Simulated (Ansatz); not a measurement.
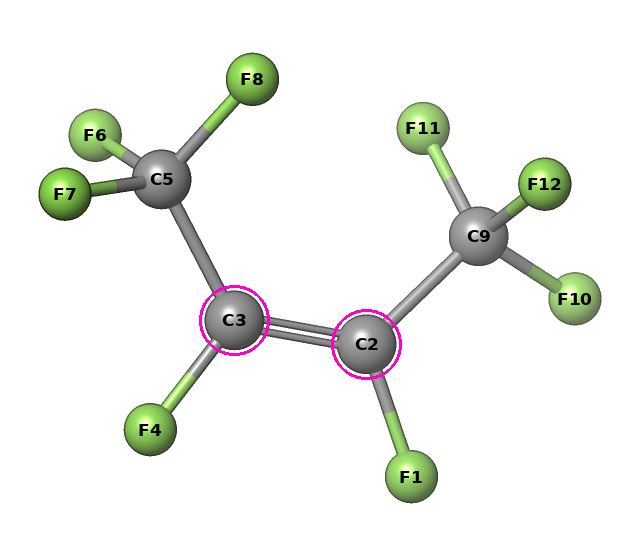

Distant atoms are faded towards the background colour. Circles mark the stereogenic atoms. The geometry was computed by an optimisation with PBE0-D4/def2-TZVP.

> Assign CIP descriptors.

C2=C3: Z.
